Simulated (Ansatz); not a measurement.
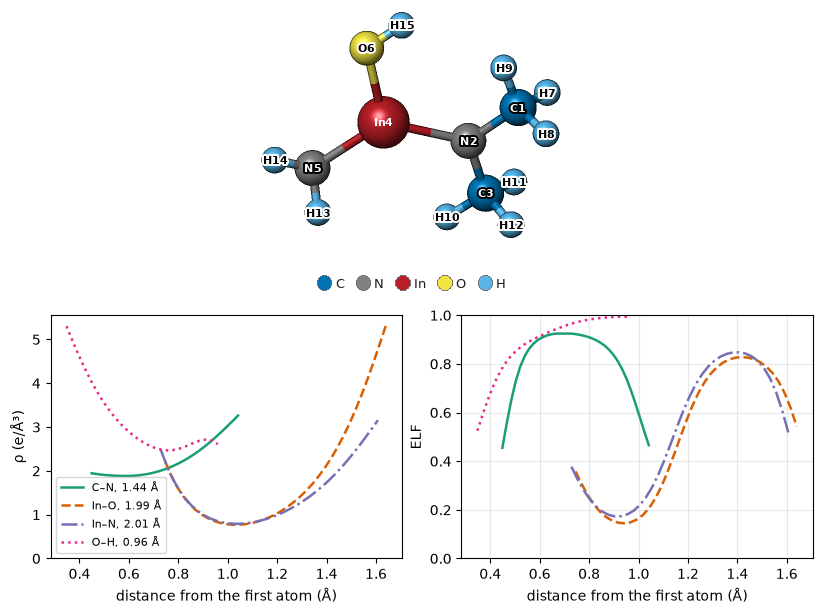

Figure 1: C2H9InN2O. Electron density and electron localisation function along straight lines between neighbouring atoms. The curves leave out the atomic cores. The structure is drawn too.

Geometry: PBE0-D4/def2-TZVP; core potentials replace the inner electrons of In.

The calculation used RKS PBE0-D4/def2-TZVPP in Ansatz 0.2.0.

```xyz
15

C    -1.6098    0.1735    1.0581
N    -0.2911   -0.1335    0.5778
C     0.3712   -1.1422    1.3597
In    0.4531    0.5834   -1.1460
N     2.2947    0.1732   -1.8582
O    -0.5841    1.9757   -2.1148
H    -1.5846    0.5462    2.0941
H    -2.2743   -0.7057    1.0497
H    -2.0847    0.9461    0.4478
H     1.3804   -1.3350    0.9868
H     0.4683   -0.8336    2.4123
H    -0.1728   -2.1007    1.3562
H     2.6169   -0.7741   -1.7167
H     2.4168    0.4074   -2.8342
H    -1.3999    2.2193   -1.6727
```

Question: Compare the contacts.

Answer: C–N (1.44 Å): the density is about 2 e/Å³ at the midpoint; the ELF peaks at about 0.90 between the atoms (a shared electron pair).
In–O (1.99 Å): ρ is about 0.78 e/Å³ halfway; the ELF peaks at about 0.85 in the valence shell of O, 0.6 Å from its nucleus, and drops to about 0.15 between the two atoms.
In–N (2.01 Å): ρ is about 0.8 e/Å³ halfway; the ELF peaks at about 0.85 in the valence shell of N, 0.6 Å from its nucleus, and drops to about 0.15 between the two atoms.
O–H (0.96 Å): ρ at the midpoint is about 3.7 e/Å³; the ELF climbs to about 1 towards the hydrogen, as it does in any bond to H: a covalent bond by its length.
